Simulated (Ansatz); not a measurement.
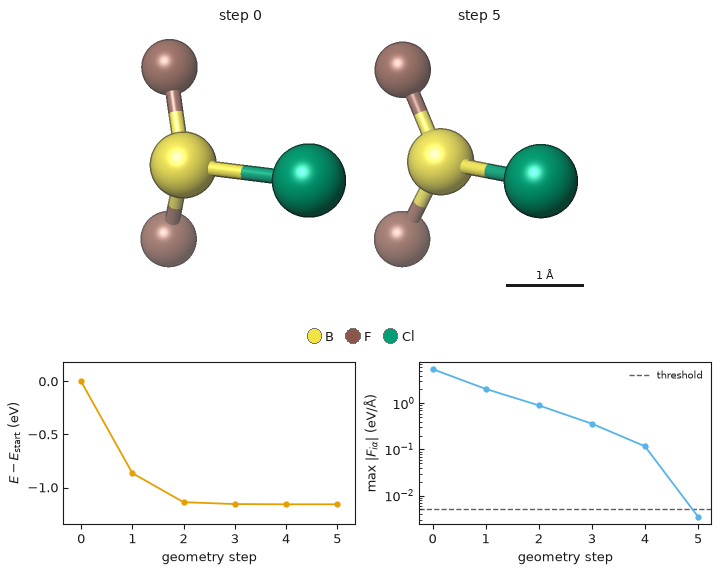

First and last geometry of a relaxation of BClF2, with the history of the run. The picture is a ball-and-stick view, seen from a free direction.

It is one of the separated products of a reaction.

These are results of RKS PBE0-D4/def2-TZVP in Ansatz 0.2.0, not measurements. Settings: force threshold 0.005 eV/Å; at most 200 steps.

Question: Did the run converge, and what did it change?

Answer: It converged. The B atom moves most after the best rigid fit: 0.30 Å. By element the largest moves are B 0.30 Å, F 0.11 Å, Cl 0.10 Å. Some distances before and after: B–Cl 1.889 → 1.740 Å, B–F 1.357 → 1.310 Å. Among the angles between lasting bonds that change: F–B–Cl 111.8° → 120.5°, F–B–F 115.7° → 119.0°. The energy falls by 1.158 eV in 5 geometry steps. The largest force component goes from 5.5 to 0.0035 eV/Å. The run took roughly 22 core-seconds on a shared host.
